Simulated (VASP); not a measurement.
Shape and ions are relaxed at each volume.

Energy against volume of Co (hcp). Method: optB88-vdW, VASP's PBE PAW potentials (set 64) (plane waves; VASP).

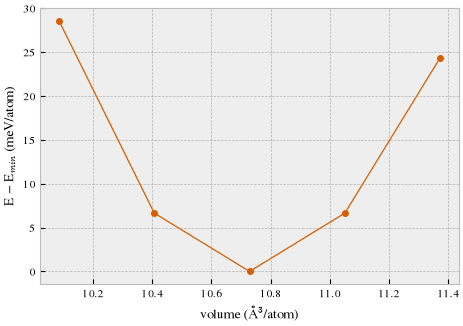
Figure. Energy against volume

**Question.** Estimate the equilibrium volume and the bulk modulus.

**Answer.** The minimum lies near 10.7 Å³/atom, and the curvature gives B0 of about 220 GPa.

Measured: bulk modulus 193 GPa at 0 K (computed value off by +13.0 %), as given by Vázquez-Parga, Fernández-Martínez, Viñes, J. Chem. Theory Comput. (2023), doi:10.1021/acs.jctc.3c00612, Supporting … [zero-point energy and finite temperature contributions removed].

The compound is Co in the hcp structure. It was relaxed first.
